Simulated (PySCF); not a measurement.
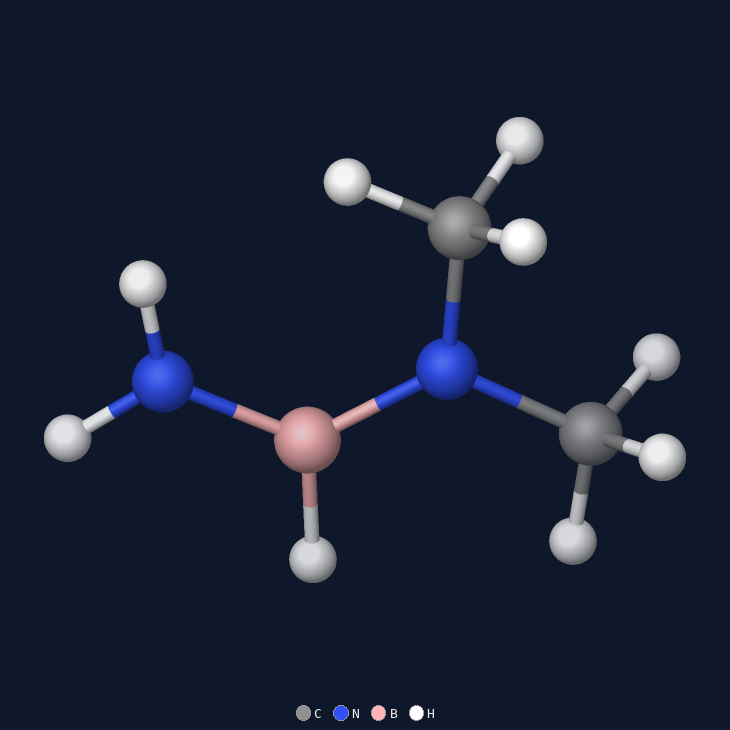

Ball-and-stick drawing of a structure.

The geometry was computed by an optimisation with PBE0-D3(BJ)/def2-SVP. No frequency run is at hand to confirm it as a minimum.

Give the formula.

C2H9BN2, 14 atoms: 2 carbon, 9 hydrogen, 1 boron and 2 nitrogen.

Which point group does it belong to?

Cs.

Count the bonded pairs by element.

6 C–H, 2 C–N, 2 B–N, 2 N–H, 1 B–H.

Give a SMILES string for it.

CN(C)BN

Name functional groups in it.

Among them: B–H bond.

More results for the same structure follow; atom numbers are the same in all pictures, views and colours differ.

Shape

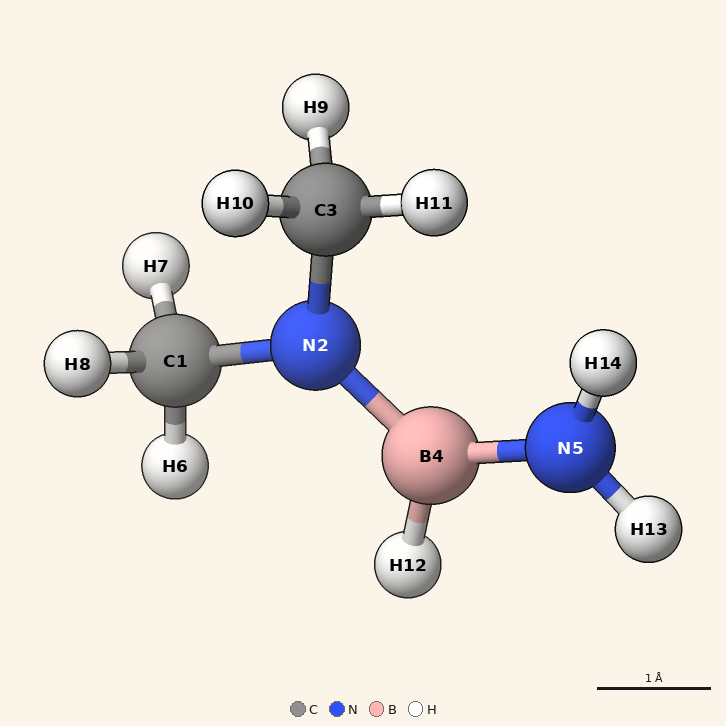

Numbered structure. No frequency run is at hand to confirm it as a minimum.

List the bonds and their lengths.

```json
{"bond": "C1–N2", "length (Å)": "1.438", "order": "single"}
{"bond": "C1–H6", "length (Å)": "1.098", "order": "single"}
{"bond": "C1–H7", "length (Å)": "1.108", "order": "single"}
{"bond": "C1–H8", "length (Å)": "1.107", "order": "single"}
{"bond": "N2–C3", "length (Å)": "1.436", "order": "single"}
{"bond": "N2–B4", "length (Å)": "1.418", "order": "single"}
{"bond": "C3–H9", "length (Å)": "1.107", "order": "single"}
{"bond": "C3–H10", "length (Å)": "1.107", "order": "single"}
{"bond": "C3–H11", "length (Å)": "1.098", "order": "single"}
{"bond": "B4–N5", "length (Å)": "1.412", "order": "single"}
{"bond": "B4–H12", "length (Å)": "1.213", "order": "single"}
{"bond": "N5–H13", "length (Å)": "1.008", "order": "single"}
{"bond": "N5–H14", "length (Å)": "1.010", "order": "single"}
```

Spin–spin coupling

No frequency run is at hand to confirm it as a minimum. Properties computed with BHandHLYP/pcJ-1 indirect spin-spin coupling, non-relativistic, gas phase (PySCF 2.14.0). Isotopes: 11B, 13C, 1H, 15N.

Give the spin–spin coupling constants of these pairs, with the number of bonds between them: C1/N2, N2/C3, B4/N5, N2/N5, N2/H9, N2/H7, B4/H13, N5/H12, N2/H13, C3/N5, B4/H6, B4/H9, B4/H7, B4/H11.

```json
{"pair": "C1, N2", "bonds apart": "1", "J (Hz)": "−17.5"}
{"pair": "N2, C3", "bonds apart": "1", "J (Hz)": "−16.0"}
{"pair": "B4, N5", "bonds apart": "1", "J (Hz)": "−37.3"}
{"pair": "N2, N5", "bonds apart": "2", "J (Hz)": "0.9"}
{"pair": "N2, H9", "bonds apart": "2", "J (Hz)": "0.7"}
{"pair": "N2, H7", "bonds apart": "2", "J (Hz)": "0.5"}
{"pair": "B4, H13", "bonds apart": "2", "J (Hz)": "2.0"}
{"pair": "N5, H12", "bonds apart": "2", "J (Hz)": "−7.3"}
{"pair": "N2, H13", "bonds apart": "3", "J (Hz)": "−3.9"}
{"pair": "C3, N5", "bonds apart": "3", "J (Hz)": "−1.5"}
{"pair": "B4, H6", "bonds apart": "3", "J (Hz)": "5.0"}
{"pair": "B4, H9", "bonds apart": "3", "J (Hz)": "2.0"}
{"pair": "B4, H7", "bonds apart": "3", "J (Hz)": "2.5"}
{"pair": "B4, H11", "bonds apart": "3", "J (Hz)": "2.9"}
```

NMR shielding

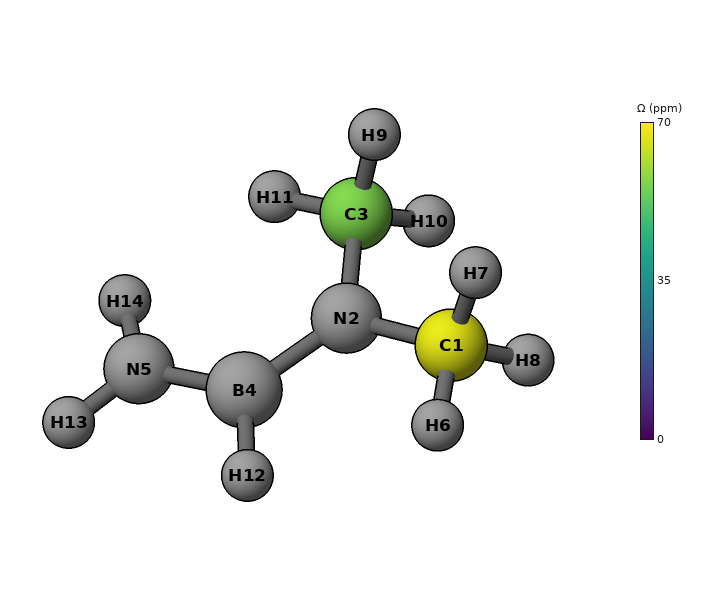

The C atoms are coloured by the span of their shielding tensor. No frequency run is at hand to confirm it as a minimum. Method: GIAO PBE0/cc-pVTZ NMR shielding, non-relativistic, gas phase (PySCF 2.14.0). Principal shieldings σ11 ≤ σ22 ≤ σ33, span Ω = σ33 − σ11, skew κ = 3(σiso − σ22)/Ω.

Which C atom has the most anisotropic shielding?

C1, with a span of 67 ppm.

Give the shielding tensors of the C atoms.

```csv
atom,σ11,σ22,σ33,σiso,Ω,κ
C1,119.6,125.6,186.5,143.9,66.9,0.82
C3,128.4,145.2,185.0,152.9,56.5,0.41
```

Shieldings and span in ppm.

Charges

The questions are on IAO charges. No frequency run is at hand to confirm it as a minimum. Properties computed with PBE0/pcSseg-0, gas phase (PySCF 2.14.0).

Give the IAO charges atom by atom.

```
atom  value (e)
  C1      −0.30
  N2      −0.24
  C3      −0.30
  B4       0.10
  N5      −0.54
  H6       0.15
  H7       0.13
  H8       0.13
  H9       0.13
 H10       0.13
 H11       0.13
 H12      −0.02
 H13       0.26
 H14       0.24
```
